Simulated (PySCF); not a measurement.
## EPR calculation, with input and output: C$_{3}$H$_{8}$ClOSi

C$_{3}$H$_{8}$ClOSi, multiplicity 2, SMILES CCO[SiH]CCl, computed with UKS B3LYP, pcH-1 on C Cl H O Si, non-relativistic, mean-field spin-orbit, GIAO (PySCF 2.14.0).

It belongs to a series of runs on one base structure; here: H removed from Si.

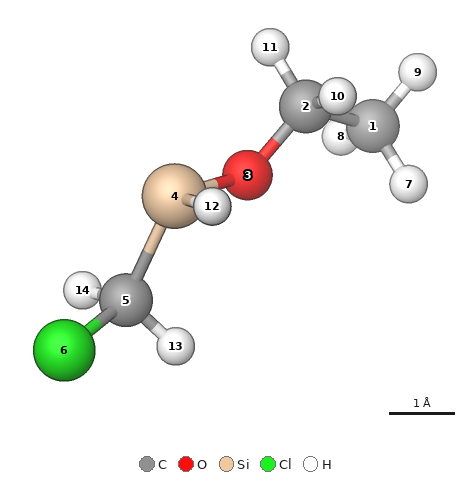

*The structure as given in the input (ball-and-stick view, seen at an oblique angle; atoms are numbered from 1 in the order of the input).*

Bond lengths as drawn: C–C 1.52 Å, C–Cl 1.78 Å, C–H 1.09 to 1.10 Å, C–O 1.40 Å, C–Si 1.91 Å, H–Si 1.46 Å and O–Si 1.63 Å.

## The input
```
{"job": {"kind": "epr", "basis": "pcH-1"}, "charge": 0, "multiplicity": 2}
C      2.200549    -0.981755     0.144536
C      1.398186     0.232015     0.587786
O      0.120302     0.179836     0.026632
Si    -1.210536     1.055692     0.357654
C     -2.449079     0.320003    -0.889490
Cl    -4.090184     0.818982    -0.415449
H      1.714310    -1.893092     0.483151
H      2.267120    -1.006687    -0.940009
H      3.202039    -0.935953     0.562979
H      1.322162     0.258527     1.681456
H      1.893241     1.155524     0.262553
H     -1.632437     0.905787     1.749772
H     -2.435482    -0.770025    -0.882584
H     -2.300868     0.660673    -1.911078
```

The first line tells a small driver script what to run in PySCF; the rest is the geometry in Å.

Machine: 1 CPU thread, shared host.

Launch command:
```bash
OMP_NUM_THREADS=1 python <driver script> task.json out
```

## Output
```
UKS, coarse grid
  cycle   1  E = -943.95380833  |g| = 5.62e-01
  cycle   2  E = -943.63035427  |g| = 1.06e+00
  cycle   3  E = -944.05925054  |g| = 1.28e-01
  cycle   4  E = -944.06530359  |g| = 5.12e-02
  cycle   5  E = -944.06644415  |g| = 8.42e-03
  cycle   6  E = -944.06647586  |g| = 3.83e-03
  cycle   7  E = -944.06648332  |g| = 1.09e-03
  cycle   8  E = -944.06648302  |g| = 5.11e-04
UKS, final grid
  cycle   1  E = -944.06646419  |g| = 7.44e-04
  cycle   2  E = -944.06646380  |g| = 1.18e-03
  cycle   3  E = -944.06646446  |g| = 6.27e-05
  cycle   4  E = -944.06646446  |g| = 2.30e-05
E = -944.06646446 Eh   <S^2> = 0.7513 (exact 0.7500)
g shifts (ppm)      1          2          3
  rmc          -157       -157       -157
  gc             35         55         79
  oz_so        -337        172       1452
  total        -459         70       1374
hyperfine (MHz)  atom isotope    a_iso     a_fc   dipolar eigenvalues
    0   13C       1.21       1.21     -0.39     -0.34      0.73
    1   13C       0.02       0.01     -0.98     -0.55      1.54
    2   17O     -15.62     -15.53    -38.43     18.57     19.86
    3  29Si    -552.59    -553.55   -149.73     73.55     76.18
    4   13C      47.43      47.40     -5.05     -4.36      9.42
    5  35Cl      -0.13      -0.12     -0.87     -0.59      1.46
    6    1H       0.03       0.03     -1.12     -1.01      2.13
    7    1H      -0.02      -0.02     -1.07     -1.00      2.08
    8    1H       0.89       0.89     -0.68     -0.64      1.32
    9    1H       1.82       1.81     -2.30     -1.78      4.08
   10    1H       6.32       6.32     -2.89     -1.98      4.88
   11    1H     141.80     141.79     -8.01      0.25      7.76
   12    1H      36.42      36.41     -3.81     -0.56      4.37
   13    1H       3.33       3.33     -4.48     -2.84      7.32
```

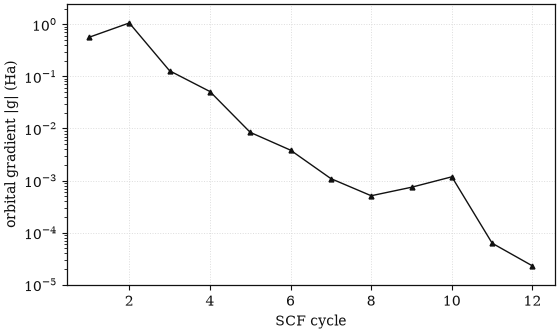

*Convergence of the self-consistent field: orbital gradient |g| against the SCF cycle.*

All cycles printed in the log are drawn one after another.

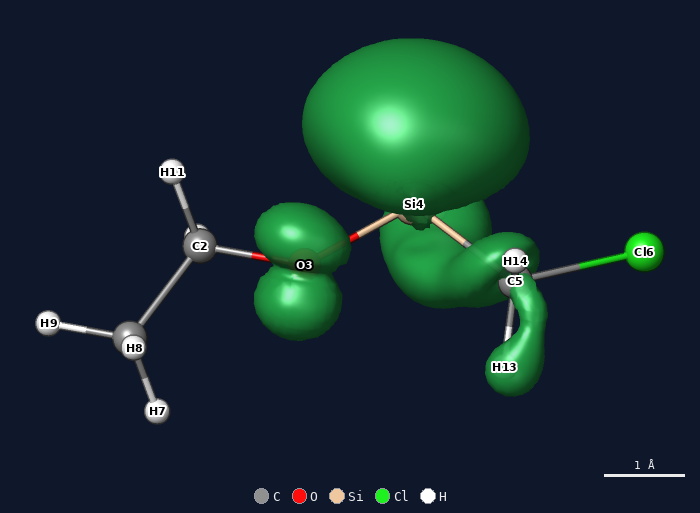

*Isosurfaces of the spin density (α minus β) at +0.015 (green) and −0.015 e/Å³ (red), seen at an oblique angle.*

The unpaired spin (1 electron) lies mostly on Si4 (about 0.7), O3 (about 0.1) and H12 (about 0.1), in electrons by Hirshfeld's partition. Only one sign reaches the isovalue.

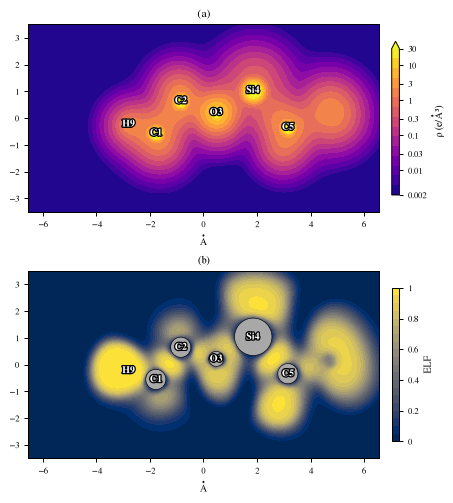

*(a) total electron density; (b) ELF on the plane of atoms C2, C1 and H9. Grey discs, where drawn, cover atomic cores.*

Atoms in the plane: C, O, Si and H. C–C (1.52 Å): ρ at the midpoint is about 1.7 e/Å³; the ELF peaks at about 0.95 between the atoms (localised, shared-pair bonding). C–H (1.09 Å): ρ at the midpoint is about 1.9 e/Å³; the ELF climbs to about 1 towards the hydrogen, as it does in any bond to H; a covalent bond by its length.

## Key numbers

| quantity | value |
| --- | --- |
| outcome | converged |
| total energy | −944.066464 hartree |
| ⟨S²⟩ | 0.751 |
| isotropic g | 2.0026 |
| wall time | 65 s |
| peak memory | 0.93 GiB |
